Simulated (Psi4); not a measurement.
# One shape, several levels: SnH2Cl2 (SMILES [Cl][SnH2][Cl])

We compute a comparison of 3 runs (PBE0/def2-SVPD, wB97M-V/def2-SVPD, wB97X/def2-SVPD) of SnH2Cl2. 

Program for the calculation: Psi4 1.11.

### Step 1. Starting point

The species is SnH2Cl2 (5 atoms), meant as a singlet with charge 0. SMILES: `[Cl][SnH2][Cl]`. The Sn2–Cl3 distance was set to 3.011 Å, away from the relaxed value.

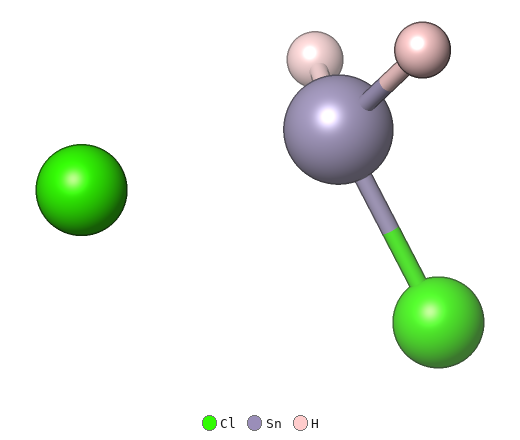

Viewed from a chosen angle; chlorine green, tin purple, hydrogen pink.

### Step 2. A single-point energy at PBE0/def2-SVPD (core potential) (run 1)

File job.json:

```json
{
  "schema_name": "qcschema_input",
  "schema_version": 1,
  "molecule": {
    "schema_name": "qcschema_molecule",
    "schema_version": 2,
    "symbols": ["Cl", "Sn", "Cl", "H", "H"],
    "geometry": [-3.14160165, -1.40918011, 3.29612078, 0.61460697, -0.98720427, 1.08910964, -0.47318742, 2.44814019, -3.31439065, 1.38901673, -3.86601304, -0.08384337, 2.70955735, 0.50416759, 2.9992448],
    "molecular_charge": 0,
    "molecular_multiplicity": 1,
    "fix_symmetry": "c1",
    "fix_com": true,
    "fix_orientation": true
  },
  "driver": "energy",
  "model": {
    "method": "pbe0",
    "basis": "def2-SVPD"
  },
  "keywords": {
    "reference": "rks",
    "puream": true,
    "e_convergence": 1e-09,
    "d_convergence": 1e-08,
    "scf_type": "pk",
    "dft_radial_points": 99,
    "dft_spherical_points": 590,
    "scf_properties": ["LOWDIN_CHARGES", "MAYER_INDICES", "QUADRUPOLE"]
  }
}
```

Started as:

```sh
psi4 --qcschema job.json -n 1 --memory 2200MB
```

stdout:

```text
[...]
    !!!  WARNING: ECP capability is in beta. Please check occupations closely.  !!!
[...]
  Running in c1 symmetry.
[...]
  Nuclear repulsion =  210.901318112137460
[...]
  Multiplicity = 1
[...]
  Nalpha       = 29
  Nbeta        = 29
[...]
    Number of basis functions: 102
[...]
   @RKS iter   1: -1135.19821264995903   -1.04815e+00   4.79870e-03 DIIS/ADIIS
[...]
   @RKS iter  11: -1135.34437344906041   -5.91172e-12   5.26320e-09 DIIS
[...]
    Orbital Energies [Eh]
    ---------------------
    Doubly Occupied:
       1A   -101.715125     2A   -101.653102     3A     -9.563301
       4A     -9.497901     5A     -7.302769     6A     -7.296342
       7A     -7.295656     8A     -7.238073     9A     -7.230749
      10A     -7.230673    11A     -5.239583    12A     -3.575117
      13A     -3.572564    14A     -3.567875    15A     -1.140581
      16A     -1.136655    17A     -1.134499    18A     -1.131584
      19A     -1.131551    20A     -0.860015    21A     -0.770841
      22A     -0.574817    23A     -0.419338    24A     -0.416321
      25A     -0.376477    26A     -0.358046    27A     -0.326577
      28A     -0.295702    29A     -0.295517
[...]
  @RKS Final Energy: -1135.34437344906041
   => Energetics <=
    Nuclear Repulsion Energy =            210.9013181121374600
    One-Electron Energy =               -2067.8434154468127417
    Two-Electron Energy =                 778.3030316392249688
    DFT Exchange-Correlation Energy =     -56.7053077536102990
    Empirical Dispersion Energy =           0.0000000000000000
    VV10 Nonlocal Energy =                  0.0000000000000000
    Total Energy =                      -1135.3443734490606403
[...]
 Multipole Moments:
 ------------------------------------------------------------------------------------
     Multipole            Electronic (a.u.)      Nuclear  (a.u.)        Total (a.u.)
 ------------------------------------------------------------------------------------
 L = 1.  Multiply by 2.5417464519 to convert [e a0] to [Debye]
 Dipole X            :         44.9007184          -43.8314868            1.0692316
 Dipole Y            :          6.2066608           -7.4180180           -1.2113572
 Dipole Z            :        -25.3060896           26.5652257            1.2591361
 Magnitude           :                                                    2.0484302
 L = 2.  Multiply by 1.3450342976 to convert [e a0^2] to [Debye ang]
 Quadrupole XX       :       -227.5083180          189.1720300          -38.3362881
 Quadrupole XY       :        -39.2116651           38.2148846           -0.9967805
[...]
```

The result, in JSON:

```text
{
 "driver": "energy",
 "model": {
  "method": "pbe0",
  "basis": "def2-SVPD"
 },
 "success": true,
 "return_result": -1135.3443734490604,
 "properties": {
  "calcinfo_nbasis": 102,
  "calcinfo_nmo": 102,
  "calcinfo_nalpha": 29,
  "calcinfo_nbeta": 29,
  "calcinfo_natom": 5,
  "nuclear_repulsion_energy": 210.90131811213746,
  "return_energy": -1135.3443734490604,
  "scf_one_electron_energy": -2067.8434154468127,
  "scf_two_electron_energy": 778.303031639225,
  "scf_xc_energy": -56.7053077536103,
  "scf_dipole_moment": [1.0692316291703605, -1.2113572136873803, 1.259136139406099],
  "scf_total_energy": -1135.3443734490604,
  "scf_iterations": 11
 }
}
```

It took 13 s on 1 thread of AMD EPYC 7R43 (Zen 3), shared host; peak memory 1.1 GiB.

### Step 3. The energy at wB97M-V/def2-SVPD (core potential) (run 2)

File cl2h2sn.xyz:

```xyz
5
Cl2H2Sn
Cl    -1.662464    -0.745706     1.744232
Sn     0.325236    -0.522406     0.576332
Cl    -0.250400     1.295500    -1.753900
H      0.735036    -2.045806    -0.044368
H      1.433836     0.266794     1.587132
```

File cl2h2sn.py:

```python
import psi4

psi4.set_memory('2200 MB')
psi4.set_num_threads(1)
psi4.core.set_output_file('run.log', False)

with open('cl2h2sn.xyz') as f:
    atoms = ''.join(f.readlines()[2:])
mol = psi4.geometry('0 1\n' + atoms + 'symmetry c1\nno_reorient\nno_com')

options = {'basis': 'def2-SVPD', 'puream': True, 'e_convergence': 1e-09, 'd_convergence': 1e-08, 'scf_type': 'pk', 'dft_radial_points': 99, 'dft_spherical_points': 590}
psi4.set_options(options)

result = psi4.energy("WB97M-V", molecule=mol)
print(f'total energy {result:.8f} hartree = {result * 27.211386:.5f} eV')
```

Started as:

```sh
python cl2h2sn.py
```

run.log:

```text
[...]
    !!!  WARNING: ECP capability is in beta. Please check occupations closely.  !!!
[...]
  Running in c1 symmetry.
[...]
  Nuclear repulsion =  210.901318039332978
[...]
  Multiplicity = 1
[...]
  Nalpha       = 29
  Nbeta        = 29
[...]
    Number of basis functions: 102
[...]
   @RKS iter   1: -1135.48208003165655   -1.41096e+00   3.48213e-03 ADIIS/DIIS
[...]
   @RKS iter  13: -1135.54627308617978   -5.91172e-12   2.80215e-09 DIIS
[...]
    Orbital Energies [Eh]
    ---------------------
    Doubly Occupied:
       1A   -101.877756     2A   -101.811129     3A     -9.675424
       4A     -9.605521     5A     -7.385681     6A     -7.379503
       7A     -7.378904     8A     -7.316134     9A     -7.309580
      10A     -7.309516    11A     -5.353245    12A     -3.686634
      13A     -3.683864    14A     -3.679172    15A     -1.245235
      16A     -1.241580    17A     -1.239290    18A     -1.236422
      19A     -1.236387    20A     -0.959957    21A     -0.866275
      22A     -0.671880    23A     -0.505734    24A     -0.496676
      25A     -0.462609    26A     -0.441906    27A     -0.398926
      28A     -0.378091    29A     -0.377968
[...]
  @RKS Final Energy: -1135.54627308617978
   => Energetics <=
    Nuclear Repulsion Energy =            210.9013180393329776
    One-Electron Energy =               -2067.5514437318097407
    Two-Electron Energy =                 777.4388647080604642
    DFT Exchange-Correlation Energy =     -56.5678391851869407
    Empirical Dispersion Energy =           0.0000000000000000
    VV10 Nonlocal Energy =                  0.2328270834236381
    Total Energy =                      -1135.5462730861795535
[...]
 Multipole Moments:
 ------------------------------------------------------------------------------------
     Multipole            Electronic (a.u.)      Nuclear  (a.u.)        Total (a.u.)
 ------------------------------------------------------------------------------------
 L = 1.  Multiply by 2.5417464519 to convert [e a0] to [Debye]
 Dipole X            :         44.9379455          -43.8314869            1.1064586
 Dipole Y            :          6.1419944           -7.4180179           -1.2760235
 Dipole Z            :        -25.2303740           26.5652256            1.3348517
 Magnitude           :                                                    2.1527460
[...]
```

The script printed:

```text
total energy -1135.54627309 hartree = -30899.78796 eV
```

Run time: 87 s. Hardware: 1 thread of AMD EPYC 7R43 (Zen 3), shared host; peak memory 1.1 GiB.

### Step 4. The energy at wB97X/def2-SVPD (core potential) (run 3)

File calc.dat:

```
memory 2.2 GB

molecule {
  Cl    -1.662464    -0.745706     1.744232
  Sn     0.325236    -0.522406     0.576332
  Cl    -0.250400     1.295500    -1.753900
  H      0.735036    -2.045806    -0.044368
  H      1.433836     0.266794     1.587132
  symmetry c1
  no_reorient
  no_com
}

set {
  reference rks
  puream true
  e_convergence 1e-09
  d_convergence 1e-08
  scf_type pk
  dft_radial_points 99
  dft_spherical_points 590
}

result, w = energy('wb97x/def2-SVPD', return_wfn=True)
oeprop(w, 'WIBERG_LOWDIN_INDICES', 'QUADRUPOLE', 'MULLIKEN_CHARGES', title='WB97X')
```

Started as:

```sh
psi4 -n 1 calc.dat calc.out
```

calc.out:

```text
[...]
    !!!  WARNING: ECP capability is in beta. Please check occupations closely.  !!!
[...]
  Running in c1 symmetry.
[...]
  Nuclear repulsion =  210.901318039332978
[...]
  Multiplicity = 1
[...]
  Nalpha       = 29
  Nbeta        = 29
[...]
    Number of basis functions: 102
[...]
   @RKS iter   1: -1135.61745678535340   -1.44681e+00   3.50160e-03 DIIS/ADIIS
[...]
   @RKS iter  12: -1135.68060684466127   -2.06910e-11   8.87985e-09 DIIS
[...]
    Orbital Energies [Eh]
    ---------------------
    Doubly Occupied:
       1A   -101.506780     2A   -101.438506     3A     -9.576624
       4A     -9.505151     5A     -7.343174     6A     -7.336135
       7A     -7.335467     8A     -7.272126     9A     -7.264639
      10A     -7.264568    11A     -5.304918    12A     -3.656834
      13A     -3.653569    14A     -3.648399    15A     -1.243215
      16A     -1.239590    17A     -1.236647    18A     -1.234023
      19A     -1.233934    20A     -0.965248    21A     -0.870386
      22A     -0.679658    23A     -0.513237    24A     -0.502829
      25A     -0.467625    26A     -0.447632    27A     -0.404093
      28A     -0.382346    29A     -0.382235
[...]
  @RKS Final Energy: -1135.68060684466127
   => Energetics <=
    Nuclear Repulsion Energy =            210.9013180393329776
    One-Electron Energy =               -2067.7876869837682534
    Two-Electron Energy =                 777.1903347923486081
    DFT Exchange-Correlation Energy =     -55.9845726925747158
    Empirical Dispersion Energy =           0.0000000000000000
    VV10 Nonlocal Energy =                  0.0000000000000000
    Total Energy =                      -1135.6806068446612699
[...]
 Multipole Moments:
 ------------------------------------------------------------------------------------
     Multipole            Electronic (a.u.)      Nuclear  (a.u.)        Total (a.u.)
 ------------------------------------------------------------------------------------
 L = 1.  Multiply by 2.5417464519 to convert [e a0] to [Debye]
 Dipole X            :         44.9590720          -43.8314869            1.1275850
 Dipole Y            :          6.1288280           -7.4180179           -1.2891899
 Dipole Z            :        -25.2207586           26.5652256            1.3444670
 Magnitude           :                                                    2.1773953
 L = 2.  Multiply by 1.3450342976 to convert [e a0^2] to [Debye ang]
 Quadrupole XX       :       -227.6236440          189.1720303          -38.4516137
 Quadrupole XY       :        -39.2471345           38.2148847           -1.0322498
[...]
  Mulliken Charges: (a.u.)
   Center  Symbol    Alpha    Beta     Spin     Total
       1    CL     8.75791  8.75791  0.00000 -0.51583
       2    SN    10.48995 10.48995  0.00000  1.02010
       3    CL     8.77568  8.77568  0.00000 -0.55135
       4     H     0.48824  0.48824  0.00000  0.02352
       5     H     0.48822  0.48822  0.00000  0.02356
   Total alpha = 29.00000, Total beta = 29.00000, Total charge =  0.00000
  Wiberg Bond Indices using Orthogonal Lowdin Orbitals:
[...]
```

Run time: 15 s. Hardware: 1 thread of AMD EPYC 7R43 (Zen 3), shared host; peak memory 1.2 GiB.

### Step 5. The series

| run | level | energy (Eh) | dipole moment (D) | HOMO energy (eV) | LUMO energy (eV) | wall time |
| --- | --- | --- | --- | --- | --- | --- |
| 1 | PBE0/def2-SVPD (core potential) | -1135.344373 | 5.21 | -8.04 | -3.81 | 13 s |
| 2 | wB97M-V/def2-SVPD (core potential) | -1135.546273 | 5.47 | -10.29 | -1.97 | 87 s |
| 3 | wB97X/def2-SVPD (core potential) | -1135.680607 | 5.53 | -10.40 | -1.91 | 15 s |

### Step 6. What came out

```
            quantity           value
 run 3: total energy  -1135.68061 Eh
run 3: dipole moment          5.53 D
  run 3: HOMO energy       -10.40 eV
  run 3: LUMO energy        -1.91 eV
run 3: HOMO–LUMO gap         8.49 eV
```

In words: The dipole moment (its size) runs from 5.21 D (PBE0/def2-SVPD) to 5.53 D (wB97X/def2-SVPD). The HOMO–LUMO gap runs from 4.23 eV (PBE0/def2-SVPD) to 8.49 eV (wB97X/def2-SVPD). Totals of different functionals can't be ranked against each other. All runs together took 1.9 min, the longest 87 s.
